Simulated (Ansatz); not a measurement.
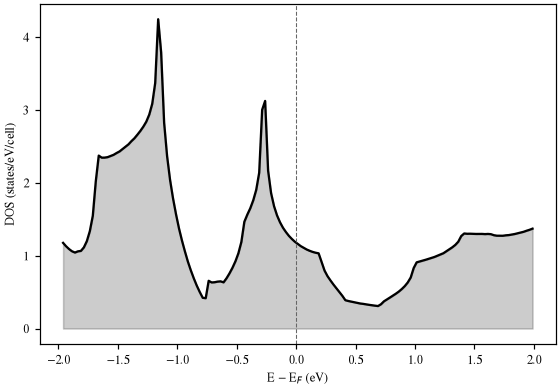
Figure. Density of states of RuN (F-43m) near the Fermi level, PBEsol, rigid bands (Ansatz, a quantum-chemistry and plane-wave program).

Q: With 2 atoms a cell, what bare Sommerfeld coefficient γ = (π²/3) k_B² N(E_F) follows?

A: N(E_F) ≈ 1.18 states/eV a cell at 300 K, so γ ≈ 1.40 mJ/(mol of atoms·K²), before many-body enhancement (phonons, spin fluctuations, correlation).

Q: How far does the Fermi level move in a rigid band for 0.1 electron a cell added or removed?

A: 88 meV and -80 meV.

A metal at this level (no band gap); rigid bands, thermally averaged at 300 K, both spins. Spin-orbit coupling is left out. Geometry: cell and atoms relaxed with PBEsol.

Computed structure with no diffraction record at hand here (it may be known, metastable or hypothetical): RuN (F-43m).
